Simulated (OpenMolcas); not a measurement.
## Spin-orbit calculation, with input and output: BHF (part 1 of 4)

- system: BHF, multiplicity 2, SMILES [BH]F
- method: CASSCF/ANO-RCC-VDZ, DKH2 (OpenMolcas 26.06)

The geometry comes from this level: GFN2-xTB.

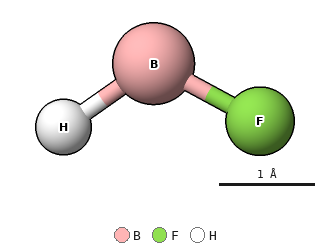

Figure 1. The structure as given in the input (ball-and-stick view, seen at a tilt).

**Input file**
```
* BFH CASSCF

&GATEWAY
  Coord
  3
  angstrom
  B       -0.347240       0.178010      -0.180220
  F        0.618220       0.814090       0.429940
  H       -0.270980      -0.992100      -0.249720
  Basis=ANO-RCC-VDZ
  Group=NoSym
  AMFI
  AngMom=0.0 0.0 0.0

&SEWARD

&RASSCF
  FileOrb=$CurrDir/step2.RasOrb
  Spin=2
  Nactel=3 0 0
  Inactive=6
  Ras2=3
  CIRoot=4 4 1
  OrbListing=Nothing
  OrbAppear=Compact
>>> COPY $Project.JobIph JOB001

&RASSCF
  FileOrb=$CurrDir/step2.RasOrb
  Spin=4
  Nactel=3 0 0
  Inactive=6
  Ras2=3
  OrbListing=Nothing
  OrbAppear=Compact
>>> COPY $Project.JobIph JOB002

&RASSI
  NrOfJobIphs=2 all
  SpinOrbit
  SOCoupling=10
```

Hardware: 1 thread of Arm Neoverse V2, 24 GiB of memory available, shared host.

Launch command:
```bash
export MOLCAS_MEM=1860
pymolcas step6.input > step6.log
```

**The program's output**
```
--- Start Module: gateway ---

                                              &GATEWAY

                       available to each process: 1.9 GB of memory, 1 thread

++    Symmetry information:
      ---------------------

                    Character Table for C1

                             E
                    a        1  x, y, xy, Rz, z, xz, Ry, yz, Rx, I
--

++    Basis set information:
      ----------------------

      Basis set label: B.ANO-RCC...3S2P.

      Electronic valence basis set:
      ------------------
      Associated Effective Charge   5.000000 au
      Associated Actual Charge      5.000000 au
      Nuclear Model: Point charge

      Shell  nPrim  nBasis  Cartesian Spherical Contaminant
         s      14       3        X
         p       9       2        X

      Basis set label: F.ANO-RCC...3S2P.

      Electronic valence basis set:
      ------------------
      Associated Effective Charge   9.000000 au
      Associated Actual Charge      9.000000 au
      Nuclear Model: Point charge

      Shell  nPrim  nBasis  Cartesian Spherical Contaminant
         s      14       3        X
         p       9       2        X

      Basis set label: H.ANO-RCC...2S.

      Electronic valence basis set:
      ------------------
      Associated Effective Charge   1.000000 au
      Associated Actual Charge      1.000000 au
      Nuclear Model: Point charge

      Shell  nPrim  nBasis  Cartesian Spherical Contaminant
         s       8       2        X
--

++    Molecular structure info:
      -------------------------

                    ************************************************
                    **** Cartesian Coordinates / bohr, angstrom ****
                    ************************************************

     Center  Label                x              y              z                     x              y              z
        1      B1              -0.656188       0.336390      -0.340566             -0.347240       0.178010      -0.180220
        2      F2               1.168266       1.538407       0.812469              0.618220       0.814090       0.429940
        3      H3              -0.512078      -1.874797      -0.471902             -0.270980      -0.992100      -0.249720

                    ***************************************
                    *    InterNuclear Distances / bohr    *
                    ***************************************

               1 B1            2 F2            3 H3
    1 B1       0.000000
    2 F2       2.470419        0.000000
    3 H3       2.219767        4.015362        0.000000

                    *******************************************
                    *    InterNuclear Distances / angstrom    *
                    *******************************************

               1 B1            2 F2            3 H3
    1 B1       0.000000
    2 F2       1.307290        0.000000
    3 H3       1.174650        2.124838        0.000000

                    **************************************
                    *    Valence Bond Angles / degree    *
                    **************************************
                          Atom centers                 Phi
                      2 F2       1 B1       3 H3       117.67
--

            Nuclear Potential Energy             22.70941201 au

--- Stop Module: gateway /rc=_RC_ALL_IS_WELL_ ---

--- Start Module: seward ---

                                              &SEWARD

                       available to each process: 1.9 GB of memory, 1 thread

               SEWARD will generate:
                  Multipole Moment integrals up to order  2
                  Kinetic Energy integrals
                  Nuclear Attraction integrals (point charge)
                  One-Electron Hamiltonian integrals
                  Velocity integrals
                  Relativistic Douglas-Kroll-Hess integrals:
                    - Parametrization         : EXP
                    - DKH order of Hamiltonian: 2
                    - DKH order of Properties : 0
                         - multipole moment operators
                         - electric potential operators
                         - contact operators
                  Orbital angular momentum around (  0.0000   0.0000   0.0000 )
                  Velocity quadrupole around (  0.4661   1.0008   0.3615 )
                  Atomic mean-field integrals
                  Two-Electron Repulsion integrals

                   Integrals are discarded if absolute value <: 1.00E-14
                   Integral cutoff threshold is set to       <: 1.00E-16

            Nuclear Potential Energy             22.70941201 au

      Basis set specifications :
      Symmetry species         a
      Basis functions           20

--- Stop Module: seward /rc=_RC_ALL_IS_WELL_ ---

--- Start Module: rasscf ---

                                              &RASSCF

                       available to each process: 1.9 GB of memory, 1 thread

      Header of the ONEINT file:
      --------------------------

      OrdInt status: non-squared

      Cartesian coordinates in angstrom:
      -----------------------------------------------------
      No.  Label        X            Y            Z
      -----------------------------------------------------
       1   B1        -0.34724000   0.17801000  -0.18022000
       2   F2         0.61822000   0.81409000   0.42994000
       3   H3        -0.27098000  -0.99210000  -0.24972000
      -----------------------------------------------------
      Nuclear repulsion energy =   22.70941201

++    Wave function specifications:
      -----------------------------

      Number of closed shell electrons          12
      Number of electrons in active shells       3
      Max number of holes in RAS1 space          0
      Max nr of electrons in RAS3 space          0
      Number of inactive orbitals                6
      Number of active orbitals                  3
      Number of secondary orbitals              11
      Spin quantum number                      0.5
      State symmetry                             1
--

++    Orbital specifications:
      -----------------------

      Symmetry species                           1
                                                 a
      Frozen orbitals                            0
      Inactive orbitals                          6
      Active orbitals                            3
      RAS1 orbitals                              0
      RAS2 orbitals                              3
      RAS3 orbitals                              0
      Secondary orbitals                        11
      Deleted orbitals                           0
      Number of basis functions                 20
--

++    CI expansion specifications:
      ----------------------------

      Number of CSFs                             8
      Number of determinants                     9
      Number of root(s) required                 4
      Root chosen for geometry opt.              4
      CI roots used                              1     2     3     4
      weights                                0.250 0.250 0.250 0.250
      highest root included in the CI            4
      max. size of the explicit Hamiltonian      8
--

++    Optimization specifications:
      ----------------------------

      RASSCF algorithm: Conventional
      Maximum number of macro iterations       200
      Maximum number of SX iterations          100
      Threshold for RASSCF energy            1.000E-08
      Threshold for max MO rotation          1.000E-01
      Threshold for max BLB element          1.000E-04
      Level shift parameter                  5.000E-01
      Make Quasi-Newton update
--

      The MO-coefficients are taken from the file:
      step2.RasOrb
      Title: RASSCF average (pseudo-natural) orbitals

      Total molecular charge    0.00

      ************************************************************************************************************************
      *                                            Wave function control section                                             *
      ************************************************************************************************************************

                                         RASSCF iterations: Energy and convergence statistics
                                         ----------------------------------------------------

          iter iter root      energy       change     param      element    value   shift minimum  type update hh:mm:ss
 Nr of preliminary CI iterations:   1
        1   1    3    0  -124.55125803    0.00E+00  -3.63E-06    4  15 1  3.52E-06   0.29   0.00    SX    NO    0:00:00
        2   1    2    0  -124.55125803   -7.07E-11  -2.35E-06    8  11 1  1.65E-06   0.29   0.00    SX    NO    0:00:00
        3   1    2    0  -124.55125803   -2.04E-11  -1.51E-06    8  11 1  1.06E-06   0.29   0.00    SX    NO    0:00:00
        4   1    2    0  -124.55125803   -6.74E-12  -9.83E-07    8  11 1  6.89E-07   0.29   0.00    SX    NO    0:00:00
      Convergence after  4 iterations
        5   1    2    0  -124.55125803   -2.96E-12  -9.83E-07    8  11 1  4.43E-07   0.29   0.00    SX    NO    0:00:00

      ************************************************************************************************************************
                                                      Wave function printout:
                       occupation of active orbitals, and spin coupling of open shells (u,d: Spin up or down)
      ************************************************************************************************************************

      Note: transformation to natural orbitals
      has been made, which may change the order of the CSFs.

      printout of CI-coefficients larger than  0.05 for root  1
      energy=    -124.760277
      conf/sym  111     Coeff  Weight
             1  2u0  -0.98655 0.97328
             4  udu   0.10727 0.01151
             6  uud  -0.10924 0.01193
             8  0u2  -0.05731 0.00328

      printout of CI-coefficients larger than  0.05 for root  2
      energy=    -124.648585
      conf/sym  111     Coeff  Weight
             3  20u   0.99535 0.99073
             7  u02   0.08319 0.00692

      printout of CI-coefficients larger than  0.05 for root  3
      energy=    -124.407728
      conf/sym  111     Coeff  Weight
             2  u20  -0.96354 0.92841
             3  20u  -0.06633 0.00440
             5  02u  -0.12049 0.01452
             7  u02   0.22950 0.05267

      printout of CI-coefficients larger than  0.05 for root  4
      energy=    -124.388442
      conf/sym  111     Coeff  Weight
             1  2u0   0.11356 0.01290
             4  udu   0.98916 0.97843
             8  0u2  -0.09296 0.00864

      Natural orbitals and occupation numbers for root  1
      sym 1:   1.989360   1.000000   0.010640

      Natural orbitals and occupation numbers for root  2
      sym 1:   1.997466   0.004700   0.997834

      Natural orbitals and occupation numbers for root  3
      sym 1:   1.009366   1.885859   0.104775

      Natural orbitals and occupation numbers for root  4
      sym 1:   1.145891   1.000000   0.854109

      ************************************************************************************************************************
      *                                                    Final results                                                     *
      ************************************************************************************************************************

++    Final optimization conditions:
      ------------------------------

      Average CI energy                            -124.55125803
      RASSCF energy for state  4                   -124.38844197
      Super-CI energy                                -0.00000000
      RASSCF energy change                           -0.00000000
      Max change in MO coefficients               2.394E-06
      Max non-diagonal density matrix element    -9.826E-07
      Maximum BLB matrix element                  4.429E-07
      (orbital pair   8,  11 in symmetry   1)
      Norm of electronic gradient            2.758E-01
--

      Final state energy(ies):
      ------------------------

::    RASSCF root number  1 Total energy:   -124.76027748
::    RASSCF root number  2 Total energy:   -124.64858484
::    RASSCF root number  3 Total energy:   -124.40772783
::    RASSCF root number  4 Total energy:   -124.38844197
      Von Neumann Entropy (Root   1) =  0.54784

      Mulliken population analysis for root number:  1
      -----------------------------------------------

++    Molecular charges:
      ------------------

      Mulliken charges per centre
      ---------------------------

                B1      F2      H3
      Total    4.5740  9.3899  1.0361

      N-E      0.4260 -0.3899 -0.0361

      Total electronic charge=   15.000000

      Total            charge=   -0.000000
--

      Expectation values of various properties for root number:  1
      -----------------------------------------------------------

++    Molecular properties:
      ---------------------

      Charge (e):
                      =   -0.0000
      Dipole Moment (debye):
      Origin of the operator (angstrom)=    0.2466    0.5296    0.1913
                   X= -6.7553E-01               Y= -1.3651E+00               Z= -5.1565E-01           Total=  1.6080E+00
      Quadrupole Moment (debye*angstrom):
      Origin of the operator (angstrom)=    0.2466    0.5296    0.1913
                  XX= -1.2584E+01              XY=  3.3318E-01              XZ= -1.0145E+00              YY= -1.1860E+01
                  YZ=  8.1638E-02              ZZ= -1.1312E+01
      In traceless form (debye*angstrom)
                  XX= -9.9822E-01              XY=  4.9977E-01              XZ= -1.5218E+00              YY=  8.7773E-02
                  YZ=  1.2246E-01              ZZ=  9.1045E-01
--

      Mulliken spin population analysis for root number:  1
      ---------------------------------------------------

++    Molecular charges:
      ------------------

      Mulliken spin population per centre
      ---------------------------

                B1      F2      H3
      Total    0.9712 -0.0135  0.0423

      Total electronic spin=    1.000000
--

      LoProp population analysis for root number:  1
      -----------------------------------------------

++    LoProp analysis:
      ----------------

++    Static properties:
      ------------------

      LoProp Charges per center

                   B1       F2       H3
      Nuclear      5.0000   9.0000   1.0000
      Electronic  -4.7372  -9.2788  -0.9840

      Total        0.2628  -0.2788   0.0160
--

      Natural Bond Order analysis for root number:  1

++    Natural Bond Order analysis
      ---------------------------
      Based on LoProp computed density
      -------------------------------------------------------------------------------------
      Atom A       Atom B       Bond Order
      -------------------------------------------------------------------------------------
      NBO located      0.993 non-bonded electrons on atom B1
      NBO located      1.000 non-bonded electrons on atom F2
      NBO located      1.014 non-bonded electrons on atom F2
      NBO located      0.949 non-bonded electrons on atom F2
      The remaining    4.034 electrons are to be considered as diffuse
--

--

      Von Neumann Entropy (Root   2) =  0.52283

      Mulliken population analysis for root number:  2
      -----------------------------------------------

++    Molecular charges:
      ------------------

      Mulliken charges per centre
      ---------------------------

                B1      F2      H3
      Total    4.5339  9.4722  0.9939

      N-E      0.4661 -0.4722  0.0061

      Total electronic charge=   15.000000

      Total            charge=   -0.000000
--

      Expectation values of various properties for root number:  2
      -----------------------------------------------------------

++    Molecular properties:
      ---------------------
```
